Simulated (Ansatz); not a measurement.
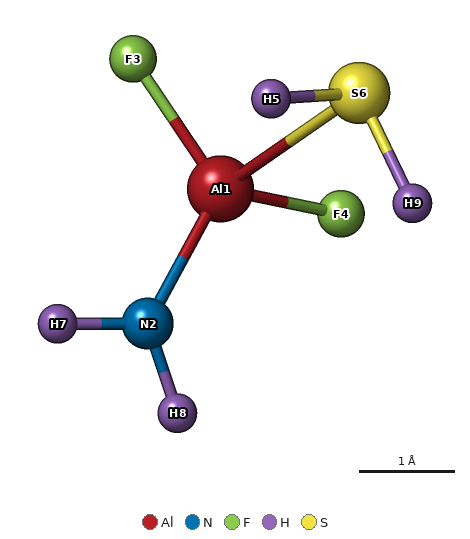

*The input geometry (ball-and-stick view, seen at a tilt; atoms are numbered from 1 in the order of the input). Sticks mark near contacts.*

Bond lengths as drawn: Al–F 1.66 Å, Al–N 1.77 Å, Al–S 2.52 Å, H–N 1.01 Å and H–S 1.34 Å.

**Nudged elastic band of AlNH₄SF₂**

System: AlNH₄SF₂.
Method: RKS PBE0-D4/def2-SVP (Ansatz 0.2.0).

Figures and captions count atoms from 1; the log counts them from 0 in places.

The input
```yaml
crystal:
  periodic: [false, false, false]
  atoms:
    - {symbol: Al, position_ang: [-0.174265, -0.290736, -0.860755]}
    - {symbol: N, position_ang: [0.056000, 1.418935, -0.461166]}
    - {symbol: F, position_ang: [1.084869, -1.083919, -1.592741]}
    - {symbol: F, position_ang: [-1.725724, -0.820142, -1.111825]}
    - {symbol: H, position_ang: [1.190189, -0.913818, 1.693719]}
    - {symbol: S, position_ang: [0.076400, -1.555235, 1.300432]}
    - {symbol: H, position_ang: [0.914667, 1.915811, -0.631625]}
    - {symbol: H, position_ang: [-0.703617, 2.070322, -0.352303]}
    - {symbol: H, position_ang: [-0.718418, -0.741217, 2.016164]}
basis:
  gaussian: {orbitals: def2-SVP}
hamiltonian: {xc: pbe0, dispersion: d4}
neb:
  images: 5
  climbing: true
  max_iterations: 40
  initial_path: idpp
  final_atoms:
    - {symbol: Al, position_ang: [-0.136190, -0.721706, -0.475914]}
    - {symbol: N, position_ang: [0.334830, 1.194324, -0.073511]}
    - {symbol: F, position_ang: [0.910644, -0.947877, -1.745866]}
    - {symbol: F, position_ang: [-1.746388, -0.504140, -0.829653]}
    - {symbol: H, position_ang: [0.708019, 1.292402, 0.865627]}
    - {symbol: S, position_ang: [0.322413, -1.867119, 1.348718]}
    - {symbol: H, position_ang: [1.033349, 1.524711, -0.733044]}
    - {symbol: H, position_ang: [-0.487716, 1.784465, -0.155852]}
    - {symbol: H, position_ang: [-0.938860, -1.755061, 1.799397]}
```

Hardware: 3 CPU threads, shared host.

Launched with:
```bash
ansatz run in.yaml --threads 3 --pin off --events-out ev --progress --plain --max-ram 6092MiB
```

Output
```
Functional definition: PBE0
  name "PBE0"
  cite "Adamo & Barone, J. Chem. Phys. 110, 6158 (1999) doi:10.1063/1.478522"
  cite "Perdew, Burke & Ernzerhof, Phys. Rev. Lett. 77, 3865 (1996) doi:10.1103/PhysRevLett.77.3865"
  parent pbe
  parameter a = 0.25
  parameter kappa = 0.804
  parameter beta = 0.06672455060314922
  exchange = (1 - a)*pbe_x(kappa = kappa, mu = beta*pi^2/3) + a*exact_x
  correlation = pbe_c(beta = beta)
988 factors; integrals over basis functions are off by at most 3.6e-4 eV
mean field evaluation 1: about -24393.0730 eV, gradient 7.0e1 eV
mean field evaluation 2: about -24383.6832 eV, gradient 9.7e1 eV
mean field evaluation 4: about -24401.8878 eV, gradient 2.4e0 eV
mean field evaluation 8: about -24401.9198 eV, gradient 1.3e-1 eV
mean field evaluation 16: about -24401.9198 eV, gradient 4.5e-5 eV
mean field -24401.91980533 eV, -896.7540126307 hartree, gradient 4.5e-5 eV, S^2 0.000000; 0 other end points of the search recorded, 0 dependent functions left out
the calculation of the forces begins
reference -24401.91983685 eV, -896.7540137889 hartree; 29, 29 occupied and 69, 69 virtual orbitals, 988 factors
988 factors; integrals over basis functions are off by at most 1.5e-3 eV
mean field evaluation 32: about -24403.3054 eV, gradient 7.3e-5 eV
mean field -24403.30535308 eV, -896.8049305714 hartree, gradient 7.3e-5 eV, S^2 0.000000; 0 other end points of the search recorded, 0 dependent functions left out
[... from here on the field's lines of each further geometry are left out, up to the last ...]
WARN: NEB end point (image 0): max|allowed force component| = 3.420e-1 eV/Å (the criterion of neb.relax_end_points is 1.000e-2). That is over neb.f_tol: it is no minimum, so the barrier can be far off. Relax it first
WARN: NEB end point (image 6): max|allowed force component| = 3.612e-1 eV/Å (the criterion of neb.relax_end_points is 1.000e-2). That is over neb.f_tol: it is no minimum, so the barrier can be far off. Relax it first
NEB iter   1: max|band force component| = 3.537e0 eV/Å  barrier→ = 2.5748 eV  barrier← = 3.9596 eV  Δτ_max = 0.2000 Å  (192 SCF iters)
NEB iter   2: max|band force component| = 3.114e0 eV/Å  barrier→ = 1.4743 eV  barrier← = 2.8591 eV  Δτ_max = 0.2000 Å  (147 SCF iters)
NEB iter   3: max|band force component| = 1.234e1 eV/Å  barrier→ = 0.4585 eV  barrier← = 1.8434 eV  Δτ_max = 0.1017 Å  (142 SCF iters)
NEB iter   4: max|band force component| = 5.027e0 eV/Å  barrier→ = 0.1810 eV  barrier← = 1.5659 eV  Δτ_max = 0.2000 Å  (142 SCF iters)
NEB iter   5: max|band force component| = 1.958e0 eV/Å  barrier→ = 0.0691 eV  barrier← = 1.4540 eV  Δτ_max = 0.1971 Å  (139 SCF iters)
NEB iter   6: max|band force component| = 8.073e-1 eV/Å  barrier→ = 0.0198 eV  barrier← = 1.4047 eV  Δτ_max = 0.1979 Å  (141 SCF iters)
NEB iter   7: max|band force component| = 5.813e-1 eV/Å  barrier→ = 0.0234 eV  barrier← = 1.4083 eV  Δτ_max = 0.0626 Å  (138 SCF iters)
NEB iter   8: max|band force component| = 3.101e-1 eV/Å  barrier→ = -0.0063 eV  barrier← = 1.3785 eV  CI = image 3  Δτ_max = 0.1963 Å  (134 SCF iters)
NEB iter   9: max|band force component| = 6.370e-1 eV/Å  barrier→ = 0.0013 eV  barrier← = 1.3862 eV  CI = image 3  Δτ_max = 0.0548 Å  (139 SCF iters)
NEB iter  10: max|band force component| = 1.743e-1 eV/Å  barrier→ = -0.0095 eV  barrier← = 1.3754 eV  CI = image 3  Δτ_max = 0.0330 Å  (140 SCF iters)
NEB iter  11: max|band force component| = 1.208e-1 eV/Å  barrier→ = -0.0130 eV  barrier← = 1.3718 eV  CI = image 3  Δτ_max = 0.0236 Å  (136 SCF iters)
NEB iter  12: max|band force component| = 1.152e-1 eV/Å  barrier→ = -0.0138 eV  barrier← = 1.3710 eV  CI = image 3  Δτ_max = 0.0500 Å  (135 SCF iters)
NEB iter  13: max|band force component| = 1.004e-1 eV/Å  barrier→ = -0.0140 eV  barrier← = 1.3709 eV  CI = image 3  Δτ_max = 0.0097 Å  (136 SCF iters)
the calculation of the forces begins
reference -24401.91118733 eV, -896.7536959247 hartree; 29, 29 occupied and 69, 69 virtual orbitals, 988 factors
these checks for a lower state are left out or cut short: stability, starts, cluster_reference, orbital_swaps, neighbouring_geometries, increment
990 factors; integrals over basis functions are off by at most 8.6e-4 eV
mean field -24402.30378121 eV, -896.7681234840 hartree, gradient 1.2e-6 eV, S^2 0.000000; 0 other end points of the search recorded, 0 dependent functions left out
the calculation of the forces begins
reference -24402.30381062 eV, -896.7681245646 hartree; 29, 29 occupied and 69, 69 virtual orbitals, 990 factors
NEB iter  14: max|band force component| = 3.710e-2 eV/Å  barrier→ = -0.0141 eV  barrier← = 1.3707 eV  CI = image 3  CI's point: of a kind that is not told: the force calls were inconclusive, a negative curvature could not be distinguished from the path's own, the only one lies far off the path, or fixed occupations may fill a level only in part  Δτ_max = 0.0000 Å  (939 SCF iters)
```

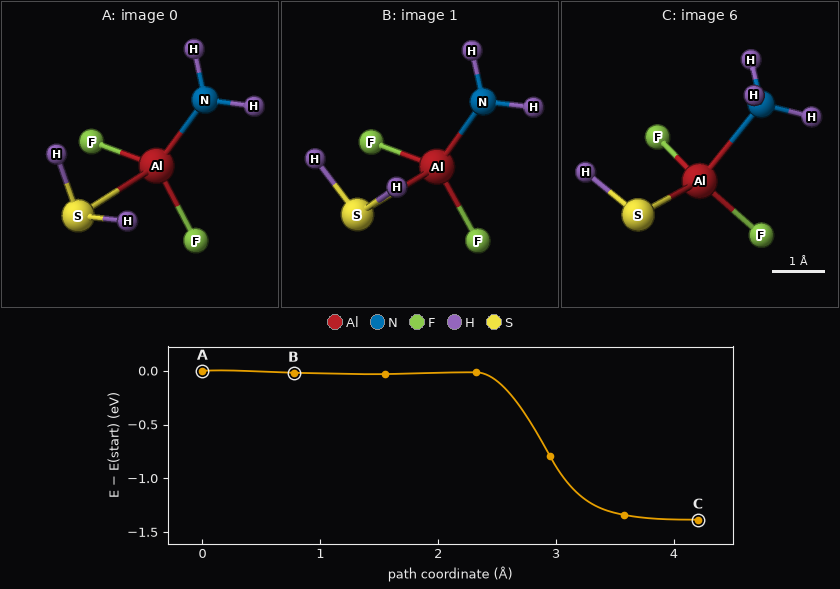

*Images of the last band (counted from 0; ball-and-stick, seen at a tilt) above the energy along the path; the line is a cubic interpolation that uses the forces.*

No image lies above both ends; the end is 1.385 eV below the start. The path is 4.20 Å long. The band converged in 14 iterations. The end points carry forces over 0.1 eV/Å, so they aren't fully relaxed minima and the barriers are approximate.

```
WARN: NEB end point (image 0): the path dips 0.030604 eV below it before the top, so the barrier from the dip is that much higher. The path crosses a lower well, or the end point is a saddle point, which neb.relax_end_points tests for
Total energy: -24402.09032514 eV, -896.7602791181 hartree
Atom 0 at    -0.162279    -0.403448    -0.852737 Å, force     0.014862    -0.011104     0.003009 eV/Å
Atom 1 at     0.408759     1.179861    -0.135345 Å, force     0.005822    -0.000210     0.004901 eV/Å
Atom 2 at     0.888685    -1.179245    -1.883169 Å, force     0.001731    -0.002615    -0.007410 eV/Å
Atom 3 at    -1.809681    -0.549405    -1.056624 Å, force    -0.011184     0.002891     0.004677 eV/Å
Atom 4 at     0.487286    -0.001732     1.237811 Å, force    -0.000615     0.007348    -0.001914 eV/Å
Atom 5 at     0.207005    -1.396700     1.391308 Å, force    -0.002259    -0.007294    -0.006217 eV/Å
Atom 6 at     1.306131     1.567241    -0.419088 Å, force     0.000926     0.002400     0.005143 eV/Å
Atom 7 at    -0.246193     1.949797    -0.020484 Å, force    -0.007719     0.007509    -0.006100 eV/Å
Atom 8 at    -1.079612    -1.166369     1.738227 Å, force    -0.001564     0.001076     0.003911 eV/Å
Dipole moment:     0.069779     0.463977     0.623568 e Å
```

The last band as extended XYZ (Å, eV, eV/Å)
```
9
Properties=species:S:1:pos:R:3:forces:R:3 image=0 energy=-24402.07619
Al   -0.1743   -0.2907   -0.8608    0.0335   0.2444   0.0529
N     0.0560    1.4189   -0.4612   -0.0148  -0.3070   0.0807
F     1.0849   -1.0839   -1.5927    0.2785  -0.1802  -0.1542
F    -1.7257   -0.8201   -1.1118   -0.3420  -0.1211  -0.0474
H     1.1902   -0.9138    1.6937    0.1770   0.0869   0.0679
S     0.0764   -1.5552    1.3004   -0.0363  -0.2125  -0.0992
H     0.9147    1.9158   -0.6316    0.2539   0.1655  -0.0510
H    -0.7036    2.0703   -0.3523   -0.2226   0.2100   0.0308
H    -0.7184   -0.7412    2.0162   -0.1272   0.1140   0.1194
9
Properties=species:S:1:pos:R:3:forces:R:3 image=1 energy=-24402.09486
Al   -0.1616   -0.2894   -0.8776    0.0018  -0.0107  -0.0088
N     0.2254    1.3815   -0.4120    0.0027   0.0025   0.0039
F     0.9668   -1.1325   -1.7714   -0.0039   0.0040  -0.0029
F    -1.7713   -0.7250   -0.9887    0.0038   0.0055   0.0104
H     0.9208   -0.5345    1.8237   -0.0072   0.0138  -0.0004
S     0.1863   -1.5449    1.3066    0.0029  -0.0028   0.0020
H     1.0800    1.8426   -0.7031    0.0025  -0.0012  -0.0023
H    -0.4867    2.0790   -0.2274    0.0019  -0.0007   0.0001
H    -0.9595   -1.0767    1.8499   -0.0046  -0.0105  -0.0020
9
Properties=species:S:1:pos:R:3:forces:R:3 image=2 energy=-24402.10679
Al   -0.1401   -0.3020   -0.8520   -0.0022  -0.0252  -0.0377
N     0.3686    1.3345   -0.3559    0.0057   0.0327   0.0210
F     0.8418   -1.1871   -1.8674    0.0080   0.0031   0.0072
F    -1.7815   -0.6238   -0.8527    0.0035   0.0129   0.0187
H     0.5024   -0.1761    1.7576    0.0008  -0.0113   0.0165
S     0.2861   -1.4584    1.3715   -0.0110  -0.0047  -0.0061
H     1.2582    1.7313   -0.6400   -0.0136   0.0039  -0.0083
H    -0.2994    2.0848   -0.2126    0.0056  -0.0119  -0.0169
H    -1.0360   -1.4031    1.6514    0.0033   0.0005   0.0057
9
Properties=species:S:1:pos:R:3:forces:R:3 image=3 energy=-24402.09030
Al   -0.1623   -0.4034   -0.8527    0.0149  -0.0111   0.0030
N     0.4088    1.1799   -0.1353    0.0058  -0.0002   0.0049
F     0.8887   -1.1792   -1.8832    0.0017  -0.0026  -0.0074
F    -1.8097   -0.5494   -1.0566   -0.0112   0.0029   0.0047
H     0.4873   -0.0017    1.2378   -0.0006   0.0073  -0.0019
S     0.2070   -1.3967    1.3913   -0.0023  -0.0073  -0.0062
H     1.3061    1.5672   -0.4191    0.0009   0.0024   0.0051
H    -0.2462    1.9498   -0.0205   -0.0077   0.0075  -0.0061
H    -1.0796   -1.1664    1.7382   -0.0016   0.0011   0.0039
9
Properties=species:S:1:pos:R:3:forces:R:3 image=4 energy=-24402.86746
Al   -0.1984   -0.5677   -0.7718   -0.1081  -0.7582   0.3577
N     0.4708    1.0780    0.0367    0.0573  -0.3526   0.5530
F     0.8747   -1.1297   -1.9135    0.0202   0.1599  -0.0553
F    -1.8180   -0.4054   -1.1225   -0.0145   0.1862  -0.1125
H     0.5230    0.3955    0.9573    0.2187   1.7565  -1.1343
S     0.0996   -1.5185    1.3157   -0.1276  -0.3240  -0.1801
H     1.3699    1.4459   -0.2935   -0.0236  -0.3083   0.2869
H    -0.1683    1.8779    0.0978   -0.0048  -0.3052   0.2865
H    -1.1532   -1.1760    1.6936   -0.0176  -0.0544  -0.0018
9
Properties=species:S:1:pos:R:3:forces:R:3 image=5 energy=-24403.41575
Al   -0.2334   -0.6590   -0.6708   -0.0038  -0.0457   0.0379
N     0.5080    1.0663    0.0620    0.0002   0.0030   0.0013
F     0.8628   -1.0242   -1.8783    0.0032   0.0263   0.0282
F    -1.7805   -0.2077   -1.1190    0.0167   0.0422   0.0082
H     0.6993    0.7684    1.0241    0.0640   0.1508   0.0186
S    -0.0587   -1.8288    1.2083   -0.0421  -0.0979  -0.0226
H     1.3840    1.3745   -0.3628   -0.0101  -0.0160  -0.0403
H    -0.1429    1.8528    0.0799   -0.0092  -0.0088  -0.0319
H    -1.2386   -1.3422    1.6566   -0.0189  -0.0538   0.0005
9
Properties=species:S:1:pos:R:3:forces:R:3 image=6 energy=-24403.46103
Al   -0.2222   -0.6258   -0.5700    0.0763  -0.1748   0.3290
N     0.5625    1.1034    0.1002   -0.0865  -0.1785  -0.0466
F     0.8862   -0.9244   -1.7709    0.2762  -0.0410  -0.3087
F    -1.7165   -0.0525   -1.0213   -0.3612   0.1563  -0.0973
H     0.8497    1.0257    1.0709    0.0759  -0.0322   0.2565
S    -0.1796   -2.0242    1.1312    0.1832  -0.0162  -0.0164
H     1.3749    1.3532   -0.4563    0.2056   0.0586  -0.1489
H    -0.1193    1.8525    0.0256   -0.1729   0.1961  -0.0295
H    -1.4355   -1.7079    1.4905   -0.1965   0.0317   0.0618
```

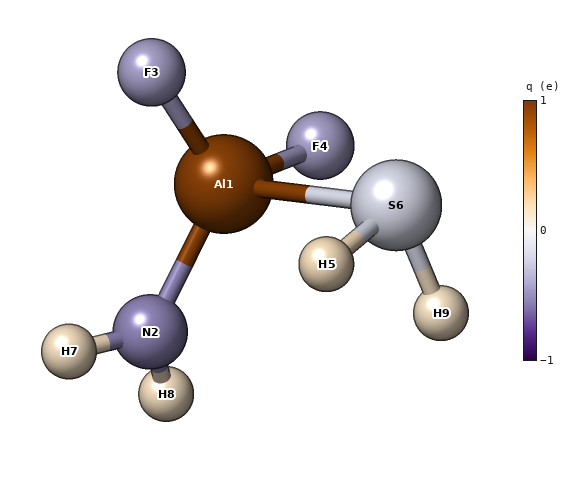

*Mulliken charges, as the colour of each atom (ball-and-stick view, seen at a tilt; atoms are numbered from 1 in the order of the input).*

By element: Al +0.95, N −0.52, F −0.42, H +0.13 to +0.16 and S −0.18 e.

Key numbers

```csv
quantity,value
outcome,converged
"barrier, forward",−0.014 eV
"barrier, backward",1.371 eV
dipole moment (one image of the band),3.75 D
wall time,2.8 min (CPU time 7.4 min)
peak memory,0.57 GiB
```
